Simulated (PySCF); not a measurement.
**C₇H₁₃BO₂: geometry, NMR shifts and electronic excitations**

Aim: predict the NMR shifts and electronic excitations of C₇H₁₃BO₂ (`OB(O)[C@@H]1CC[C@H]2C[C@@H]1C2`).

The runs use PySCF 2.14.0, with density-fitted response routines of our own; the level of theory stands in each step. All values are computed, except where a source is named. Atoms count from 0, in the outputs and in this text.

### Step 1. The starting structure

23 atoms, charge 0, multiplicity 1; geometry from: GFN2-xTB.

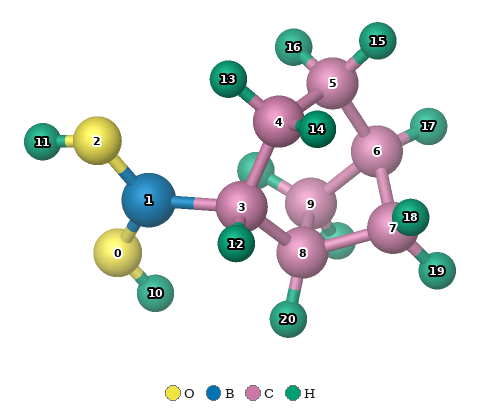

As it starts; oxygen yellow, boron blue, carbon pink, hydrogen teal, atoms numbered; sticks join atoms by distance.

### Step 2. Relaxing the molecule at PBE0-D3(BJ)/def2-SVP

The job: settings as JSON, then the geometry in Å.

```
{"job": {"xc": "PBE0", "basis": "def2-SVP", "d3": "d3bj", "grid": 1, "kind": "geom"}, "charge": 0, "multiplicity": 1}
O      2.394346    -1.302520     1.056890
B      1.952239    -0.037400     0.815553
O      2.420941     0.945736     1.611247
C      0.951248     0.352480    -0.388167
C      0.020456     1.537372    -0.044695
C     -1.341806     1.080521     0.493455
C     -1.767865    -0.233456    -0.156488
C     -1.174865    -0.350217    -1.569025
C      0.108907    -0.834444    -0.874688
C     -0.784270    -1.330459     0.273780
H      2.031045    -1.990885     0.502851
H      3.031845     0.642033     2.284141
H      1.586099     0.679045    -1.222221
H      0.513483     2.179166     0.684347
H     -0.141820     2.135932    -0.942329
H     -2.082638     1.858868     0.298054
H     -1.292478     0.935349     1.575011
H     -2.834325    -0.424562    -0.027049
H     -1.123154     0.547968    -2.177768
H     -1.646383    -1.147647    -2.141117
H      0.718298    -1.570919    -1.405775
H     -1.172749    -2.333633     0.101642
H     -0.380797    -1.257372     1.282579
```

**Question.** This job is followed by: GIAO PBE0/pcSseg-1 NMR shielding, non-relativistic, gas phase; TDDFT CAM-B3LYP/def2-SVPD, vertical, gas phase, core orbitals frozen in the response; GIAO B97-2/pcSseg-1 NMR shielding, non-relativistic, gas phase. Predict these results of the whole session: point group; rotational constants (main isotopes); 13C shifts against TMS (PBE0/pcSseg-1); 1H shifts against TMS (PBE0/pcSseg-1, means over atoms taken as alike); 17O shifts against H2O (PBE0/pcSseg-1, means over atoms taken as alike); 11B shifts against BF3·OEt2 (PBE0/pcSseg-1); lowest singlet (CAM-B3LYP/def2-SVPD); lowest triplet; vertical ionisation energy (ΔSCF); range of the shift of O0.

**Answer**, as computed:

```
                                                               quantity                                                                       value
                                                            point group                                                                          C1
                                   rotational constants (main isotopes)                                                        2.31, 1.09, 0.91 GHz
                                 13C shifts against TMS (PBE0/pcSseg-1)                                40.9, 36.0, 35.7, 31.8, 29.4, 27.0, 19.0 ppm
 1H shifts against TMS (PBE0/pcSseg-1, means over atoms taken as alike)  3.84, 2.07, 2.06, 2.00, 1.95, 1.93, 1.85, 1.85, 1.72, 1.56, 1.26, 0.85 ppm
17O shifts against H2O (PBE0/pcSseg-1, means over atoms taken as alike)                                                                   124.9 ppm
                            11B shifts against BF3·OEt2 (PBE0/pcSseg-1)                                                                    32.3 ppm
                                   lowest singlet (CAM-B3LYP/def2-SVPD)                                                 7.43 eV (167 nm), f = 0.027
                                                         lowest triplet                                                                     7.20 eV
                                      vertical ionisation energy (ΔSCF)                                                                     9.97 eV
                                               range of the shift of O0                                                          118.9 to 124.9 ppm
```

**Reading.** Over 11 steps the energy fell by 0.069 eV; of the close pairs, B1–C3 changed most, 1.613 to 1.586 Å. At PBE0/pcSseg-1: The widest tensor belongs to O0, O2: span 187 ppm, with a paramagnetic part of -178 ppm. The lowest singlet, at 7.43 eV, is HOMO→LUMO 0.78 and is weak. The lowest triplet lies 0.22 eV below the lowest singlet (triplets in Tamm-Dancoff, singlets in full TDDFT). The orbital energy would give 9.31 eV for ionisation, ΔSCF gives 9.97 eV. In ppm, O0 (with its like atoms) moves most: its shift spreads over 6.0 ppm, from 118.9 (B97-2/pcSseg-1) to 124.9 (PBE0/pcSseg-1). Part of that comes from the computed reference.
